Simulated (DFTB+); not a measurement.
C₂H₂AlCl: geometry relaxation (part 4 of 4)

The same run, continued: C₂H₂AlCl, SMILES C#[C][AlH][Cl]; GFN1-xTB, R-SCC, dispersion built in (DFTB+ 25.1). The geometry comes from this level: GFN2-xTB.

Geometry of the input (Å):
```
C  0.2997  0.9480  -1.6312
C  0.1264  0.3756  -0.5777
Al -0.1509  -0.5501  1.1051
Cl -1.1521  -2.2974  1.2671
H  0.4560  1.4503  -2.5461
H  0.4209  0.0736  2.3827
```

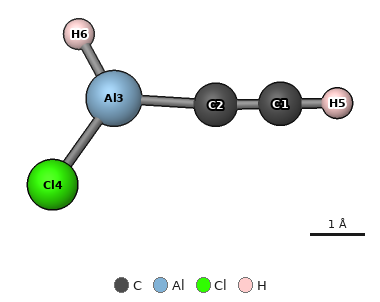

Figure 1. The geometry at step 18 of the log (ball-and-stick view, seen at a tilt; atoms are numbered from 1 in the order of the input).

## File detailed.out, continued
```
Orbital populations (up)
 Atom Sh.   l   m       Population  Label
    1   1   0   0       1.10880791  s
    1   2   1  -1       0.97780706  p_y
    1   2   1   0       0.97391734  p_z
    1   2   1   1       0.96891103  p_x
    2   1   0   0       1.20161585  s
    2   2   1  -1       0.97238478  p_y
    2   2   1   0       1.00796019  p_z
    2   2   1   1       0.95412641  p_x
    3   1   0   0       1.17410782  s
    3   2   1  -1       0.30806033  p_y
    3   2   1   0       0.53715502  p_z
    3   2   1   1       0.19072276  p_x
    3   3   2  -2       0.05279002  d_xy
    3   3   2  -1       0.07802317  d_yz
    3   3   2   0       0.13005889  d_z2
    3   3   2   1       0.09290960  d_xz
    3   3   2   2       0.07081017  d_x2-y2
    4   1   0   0       1.86471850  s
    4   2   1  -1       1.68255346  p_y
    4   2   1   0       1.85344647  p_z
    4   2   1   1       1.77678424  p_x
    4   3   2  -2      -0.00065366  d_xy
    4   3   2  -1      -0.00074559  d_yz
    4   3   2   0      -0.00203994  d_z2
    4   3   2   1      -0.00112674  d_xz
    4   3   2   2      -0.00199202  d_x2-y2
    5   1   0   0       0.93894562  s
    5   2   0   0       0.00113544  s2
    6   1   0   0       1.08841622  s
    6   2   0   0       0.00038966  s2

Fermi level:                        -0.3459723643 H           -9.4144 eV
Band energy:                       -11.0374041429 H         -300.3430 eV
TS:                                  0.0000000000 H            0.0000 eV
Band free energy (E-TS):           -11.0374041429 H         -300.3430 eV
Extrapolated E(0K):                -11.0374041429 H         -300.3430 eV
Input / Output electrons (q):     20.0000000000     20.0000000000

Energy H0:                         -10.9924245302 H         -299.1191 eV
Energy SCC:                          0.0046583427 H            0.1268 eV
Total Electronic energy:           -10.9877661875 H         -298.9923 eV
Repulsive energy:                    0.1481371680 H            4.0310 eV
Halogen correction energy:           0.0000000000 H            0.0000 eV
Total energy:                      -10.8414050203 H         -295.0096 eV
Extrapolated to 0:                 -10.8414050203 H         -295.0096 eV
Total Mermin free energy:          -10.8414050203 H         -295.0096 eV
Force related energy:              -10.8414050203 H         -295.0096 eV

Non-constrained calculation

SCC converged

Full geometry written in geo_end.{xyz|gen}

Total Forces
    1      0.000011739701      0.000004002089      0.000033940035
    2     -0.000022511412      0.000017740099     -0.000010853478
    3      0.000025166768     -0.000001905600     -0.000010281350
    4      0.000003513128      0.000011896887      0.000001563270
    5     -0.000003743985     -0.000021126148     -0.000003447035
    6     -0.000014164200     -0.000010607326     -0.000010921443

Maximal derivative component:        0.339400E-04 au

Dipole moment:    0.44561600    0.75176350    0.02487757 au
Dipole moment:    1.13264298    1.91079237    0.06323248 Debye

Geometry converged
```

## Trajectory as extended XYZ (Å, eV, eV/Å), 36 frames, from step=0 to step=35
```
6
Properties=species:S:1:pos:R:3 step=0 energy=-294.95774
C     0.2997    0.9480   -1.6312
C     0.1264    0.3756   -0.5777
Al   -0.1509   -0.5501    1.1051
Cl   -1.1521   -2.2974    1.2671
H     0.4560    1.4503   -2.5461
H     0.4209    0.0736    2.3827
6
Properties=species:S:1:pos:R:3 step=1 energy=-294.98044
C     0.2994    0.9466   -1.6283
C     0.1247    0.3723   -0.5761
Al   -0.1441   -0.5387    1.1059
Cl   -1.1568   -2.3052    1.2661
H     0.4565    1.4521   -2.5490
H     0.4203    0.0730    2.3813
6
Properties=species:S:1:pos:R:3 step=2 energy=-294.99262
C     0.2994    0.9460   -1.6267
C     0.1213    0.3659   -0.5740
Al   -0.1344   -0.5231    1.1086
Cl   -1.1630   -2.3148    1.2631
H     0.4569    1.4534   -2.5506
H     0.4197    0.0725    2.3796
6
Properties=species:S:1:pos:R:3 step=3 energy=-294.99360
C     0.2991    0.9443   -1.6234
C     0.1200    0.3646   -0.5776
Al   -0.1315   -0.5187    1.1106
Cl   -1.1643   -2.3165    1.2608
H     0.4569    1.4535   -2.5503
H     0.4199    0.0728    2.3799
6
Properties=species:S:1:pos:R:3 step=4 energy=-294.99530
C     0.2994    0.9450   -1.6245
C     0.1186    0.3624   -0.5778
Al   -0.1307   -0.5177    1.1118
Cl   -1.1643   -2.3160    1.2589
H     0.4567    1.4530   -2.5491
H     0.4203    0.0733    2.3807
6
Properties=species:S:1:pos:R:3 step=5 energy=-294.99814
C     0.2998    0.9455   -1.6253
C     0.1143    0.3557   -0.5805
Al   -0.1285   -0.5149    1.1155
Cl   -1.1638   -2.3133    1.2521
H     0.4564    1.4519   -2.5458
H     0.4219    0.0753    2.3839
6
Properties=species:S:1:pos:R:3 step=6 energy=-295.00149
C     0.3000    0.9449   -1.6244
C     0.1068    0.3443   -0.5856
Al   -0.1253   -0.5109    1.1214
Cl   -1.1626   -2.3078    1.2401
H     0.4560    1.4507   -2.5415
H     0.4251    0.0790    2.3899
6
Properties=species:S:1:pos:R:3 step=7 energy=-295.00462
C     0.2995    0.9425   -1.6214
C     0.0979    0.3305   -0.5914
Al   -0.1217   -0.5065    1.1275
Cl   -1.1607   -2.3005    1.2250
H     0.4559    1.4503   -2.5377
H     0.4292    0.0840    2.3977
6
Properties=species:S:1:pos:R:3 step=8 energy=-295.00621
C     0.2985    0.9396   -1.6182
C     0.0928    0.3225   -0.5940
Al   -0.1199   -0.5040    1.1300
Cl   -1.1594   -2.2956    1.2154
H     0.4561    1.4506   -2.5364
H     0.4320    0.0874    2.4027
6
Properties=species:S:1:pos:R:3 step=9 energy=-295.00663
C     0.2977    0.9377   -1.6168
C     0.0922    0.3212   -0.5935
Al   -0.1197   -0.5036    1.1295
Cl   -1.1591   -2.2944    1.2130
H     0.4563    1.4510   -2.5364
H     0.4328    0.0885    2.4038
6
Properties=species:S:1:pos:R:3 step=10 energy=-295.00682
C     0.2969    0.9364   -1.6165
C     0.0927    0.3216   -0.5923
Al   -0.1198   -0.5034    1.1286
Cl   -1.1592   -2.2943    1.2122
H     0.4564    1.4511   -2.5363
H     0.4330    0.0890    2.4038
6
Properties=species:S:1:pos:R:3 step=11 energy=-295.00712
C     0.2953    0.9339   -1.6164
C     0.0936    0.3223   -0.5900
Al   -0.1197   -0.5029    1.1276
Cl   -1.1594   -2.2939    1.2100
H     0.4564    1.4509   -2.5353
H     0.4336    0.0902    2.4036
6
Properties=species:S:1:pos:R:3 step=12 energy=-295.00744
C     0.2932    0.9306   -1.6168
C     0.0946    0.3230   -0.5874
Al   -0.1192   -0.5021    1.1272
Cl   -1.1596   -2.2931    1.2060
H     0.4564    1.4502   -2.5332
H     0.4346    0.0920    2.4034
6
Properties=species:S:1:pos:R:3 step=13 energy=-295.00772
C     0.2910    0.9274   -1.6174
C     0.0955    0.3236   -0.5852
Al   -0.1186   -0.5013    1.1281
Cl   -1.1598   -2.2921    1.2011
H     0.4561    1.4492   -2.5306
H     0.4356    0.0940    2.4032
6
Properties=species:S:1:pos:R:3 step=14 energy=-295.00789
C     0.2898    0.9256   -1.6181
C     0.0963    0.3244   -0.5838
Al   -0.1181   -0.5012    1.1297
Cl   -1.1600   -2.2915    1.1979
H     0.4558    1.4483   -2.5292
H     0.4362    0.0951    2.4026
6
Properties=species:S:1:pos:R:3 step=15 energy=-295.00801
C     0.2892    0.9248   -1.6184
C     0.0968    0.3248   -0.5831
Al   -0.1178   -0.5013    1.1317
Cl   -1.1601   -2.2910    1.1955
H     0.4555    1.4476   -2.5288
H     0.4365    0.0958    2.4022
6
Properties=species:S:1:pos:R:3 step=16 energy=-295.00809
C     0.2890    0.9244   -1.6183
C     0.0972    0.3252   -0.5825
Al   -0.1177   -0.5016    1.1335
Cl   -1.1603   -2.2908    1.1935
H     0.4551    1.4471   -2.5292
H     0.4368    0.0964    2.4021
6
Properties=species:S:1:pos:R:3 step=17 energy=-295.00817
C     0.2890    0.9243   -1.6180
C     0.0977    0.3258   -0.5816
Al   -0.1176   -0.5020    1.1348
Cl   -1.1606   -2.2908    1.1920
H     0.4545    1.4465   -2.5302
H     0.4370    0.0969    2.4022
6
Properties=species:S:1:pos:R:3 step=18 energy=-295.00825
C     0.2891    0.9243   -1.6176
C     0.0986    0.3268   -0.5804
Al   -0.1176   -0.5024    1.1358
Cl   -1.1610   -2.2910    1.1903
H     0.4537    1.4456   -2.5315
H     0.4373    0.0974    2.4026
6
Properties=species:S:1:pos:R:3 step=19 energy=-295.00835
C     0.2893    0.9244   -1.6169
C     0.0999    0.3284   -0.5786
Al   -0.1176   -0.5029    1.1365
Cl   -1.1617   -2.2914    1.1879
H     0.4524    1.4439   -2.5332
H     0.4378    0.0982    2.4035
6
Properties=species:S:1:pos:R:3 step=20 energy=-295.00847
C     0.2897    0.9247   -1.6161
C     0.1017    0.3305   -0.5764
Al   -0.1175   -0.5032    1.1372
Cl   -1.1626   -2.2918    1.1843
H     0.4503    1.4412   -2.5348
H     0.4386    0.0993    2.4051
6
Properties=species:S:1:pos:R:3 step=21 energy=-295.00858
C     0.2900    0.9250   -1.6153
C     0.1033    0.3323   -0.5747
Al   -0.1171   -0.5030    1.1377
Cl   -1.1634   -2.2919    1.1803
H     0.4482    1.4381   -2.5357
H     0.4393    0.1002    2.4070
6
Properties=species:S:1:pos:R:3 step=22 energy=-295.00865
C     0.2903    0.9252   -1.6150
C     0.1040    0.3330   -0.5740
Al   -0.1167   -0.5025    1.1380
Cl   -1.1636   -2.2915    1.1777
H     0.4469    1.4360   -2.5357
H     0.4396    0.1005    2.4083
6
Properties=species:S:1:pos:R:3 step=23 energy=-295.00870
C     0.2905    0.9256   -1.6148
C     0.1041    0.3331   -0.5742
Al   -0.1163   -0.5019    1.1380
Cl   -1.1634   -2.2910    1.1770
H     0.4462    1.4349   -2.5356
H     0.4394    0.1000    2.4089
6
Properties=species:S:1:pos:R:3 step=24 energy=-295.00877
C     0.2909    0.9262   -1.6146
C     0.1043    0.3333   -0.5742
Al   -0.1158   -0.5009    1.1381
Cl   -1.1629   -2.2899    1.1760
H     0.4452    1.4335   -2.5359
H     0.4387    0.0987    2.4097
6
Properties=species:S:1:pos:R:3 step=25 energy=-295.00888
C     0.2912    0.9265   -1.6140
C     0.1059    0.3350   -0.5728
Al   -0.1149   -0.4996    1.1386
Cl   -1.1623   -2.2881    1.1732
H     0.4430    1.4303   -2.5371
H     0.4377    0.0968    2.4111
6
Properties=species:S:1:pos:R:3 step=26 energy=-295.00902
C     0.2913    0.9265   -1.6132
C     0.1090    0.3384   -0.5695
Al   -0.1137   -0.4979    1.1398
Cl   -1.1616   -2.2853    1.1678
H     0.4393    1.4252   -2.5397
H     0.4363    0.0940    2.4135
6
Properties=species:S:1:pos:R:3 step=27 energy=-295.00910
C     0.2912    0.9262   -1.6126
C     0.1115    0.3412   -0.5668
Al   -0.1128   -0.4967    1.1405
Cl   -1.1611   -2.2834    1.1641
H     0.4367    1.4219   -2.5421
H     0.4353    0.0920    2.4155
6
Properties=species:S:1:pos:R:3 step=28 energy=-295.00917
C     0.2905    0.9251   -1.6127
C     0.1130    0.3428   -0.5650
Al   -0.1123   -0.4961    1.1413
Cl   -1.1610   -2.2824    1.1611
H     0.4355    1.4203   -2.5434
H     0.4351    0.0914    2.4170
6
Properties=species:S:1:pos:R:3 step=29 energy=-295.00924
C     0.2896    0.9237   -1.6132
C     0.1145    0.3445   -0.5634
Al   -0.1116   -0.4953    1.1421
Cl   -1.1608   -2.2811    1.1580
H     0.4344    1.4190   -2.5448
H     0.4348    0.0905    2.4194
6
Properties=species:S:1:pos:R:3 step=30 energy=-295.00936
C     0.2882    0.9217   -1.6147
C     0.1167    0.3472   -0.5616
Al   -0.1107   -0.4940    1.1432
Cl   -1.1605   -2.2796    1.1544
H     0.4330    1.4174   -2.5469
H     0.4342    0.0886    2.4235
6
Properties=species:S:1:pos:R:3 step=31 energy=-295.00952
C     0.2870    0.9201   -1.6169
C     0.1197    0.3512   -0.5601
Al   -0.1091   -0.4917    1.1446
Cl   -1.1600   -2.2773    1.1501
H     0.4305    1.4146   -2.5502
H     0.4328    0.0847    2.4300
6
Properties=species:S:1:pos:R:3 step=32 energy=-295.00963
C     0.2866    0.9198   -1.6189
C     0.1220    0.3544   -0.5598
Al   -0.1076   -0.4895    1.1457
Cl   -1.1594   -2.2754    1.1473
H     0.4282    1.4120   -2.5530
H     0.4311    0.0806    2.4359
6
Properties=species:S:1:pos:R:3 step=33 energy=-295.00966
C     0.2868    0.9203   -1.6193
C     0.1218    0.3543   -0.5605
Al   -0.1073   -0.4891    1.1459
Cl   -1.1593   -2.2752    1.1473
H     0.4279    1.4115   -2.5530
H     0.4309    0.0799    2.4368
6
Properties=species:S:1:pos:R:3 step=34 energy=-295.00966
C     0.2868    0.9204   -1.6194
C     0.1218    0.3543   -0.5605
Al   -0.1073   -0.4891    1.1459
Cl   -1.1593   -2.2752    1.1473
H     0.4279    1.4115   -2.5529
H     0.4309    0.0799    2.4367
6
Properties=species:S:1:pos:R:3 step=35 energy=-295.00966
C     0.2868    0.9204   -1.6193
C     0.1218    0.3543   -0.5605
Al   -0.1072   -0.4891    1.1460
Cl   -1.1593   -2.2752    1.1473
H     0.4279    1.4114   -2.5529
H     0.4309    0.0799    2.4367
```

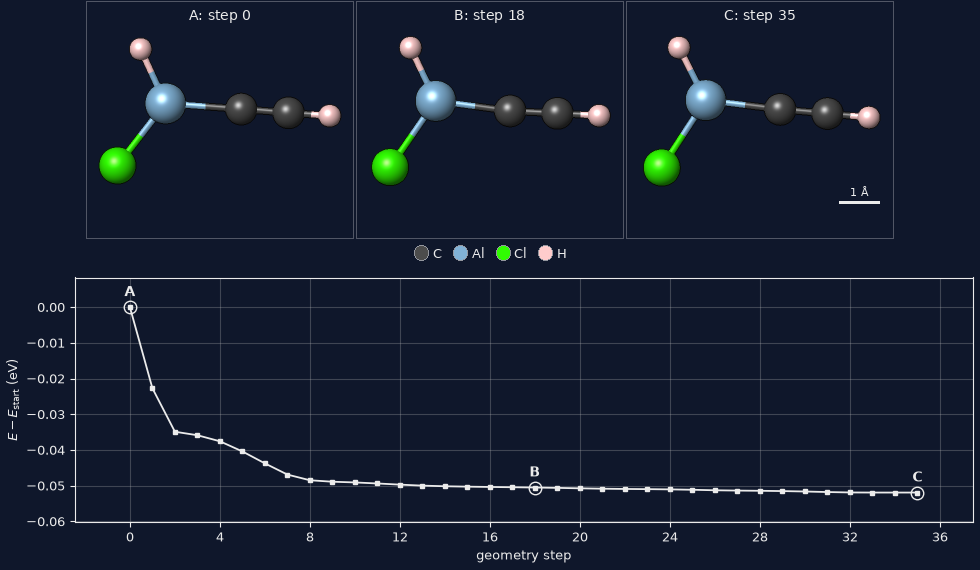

Figure 2. Frames of the relaxation (ball-and-stick view, seen at a tilt) above the curves, on which the letters mark them (steps are counted from 0).

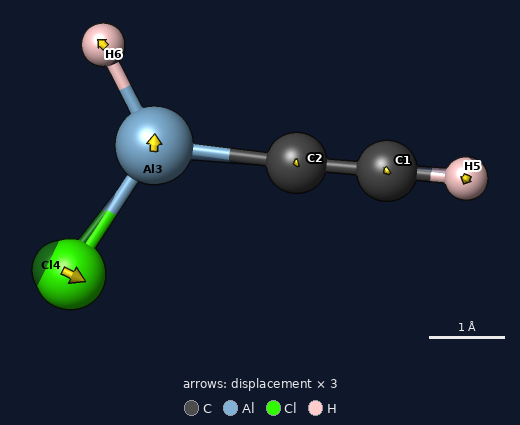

Figure 3. Start (faint) and end (solid) with the displacements as yellow arrows, magnified 3 times (ball-and-stick view, seen at a tilt). The two geometries are laid on each other by the best rigid fit. The largest move after the best rigid fit is that of Cl4, 0.12 Å. Largest moves by element: Cl 0.12 Å, Al 0.09 Å, H 0.06 Å, C 0.03 Å. Distances before and after: Al3–Cl4 2.020 → 2.073 Å, C2–Al3 1.941 → 1.917 Å, Al3–H6 1.532 → 1.510 Å, C1–H5 1.055 → 1.064 Å. Among the angles that change: C2–Al3–Cl4 123.6° → 116.1°, C2–Al3–H6 118.4° → 123.5°, Cl4–Al3–H6 118.0° → 120.3°. The energy falls by 0.052 eV in 35 geometry steps. (Atoms are counted from 1 in the order of the input.)

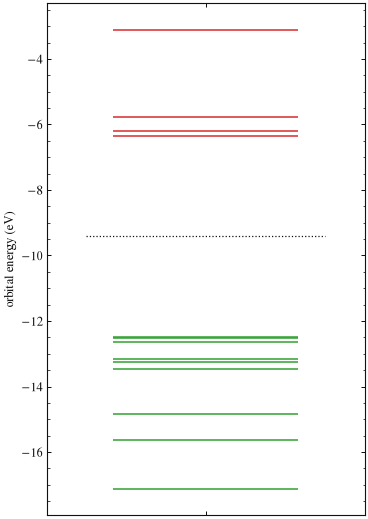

Figure 4. Orbital energies near the frontier; the dotted line parts filled from empty levels, and levels within 0.02 eV of each other stand side by side. Highest filled −12.49 eV, lowest empty −6.34 eV, 6.15 eV apart.

## Results in brief

| quantity | value |
| --- | --- |
| outcome | converged |
| Mermin free energy | −10.841405 hartree |
| basis functions | 30 |
| largest force | 0.002 eV/Å |
| HOMO | −12.49 eV |
| LUMO | −6.34 eV |
| dipole moment | 2.22 D |
| wall time | 1.1 s |
| peak memory | 0.072 GiB |

## Notes

Settings chosen away from the usual ones: gtol.
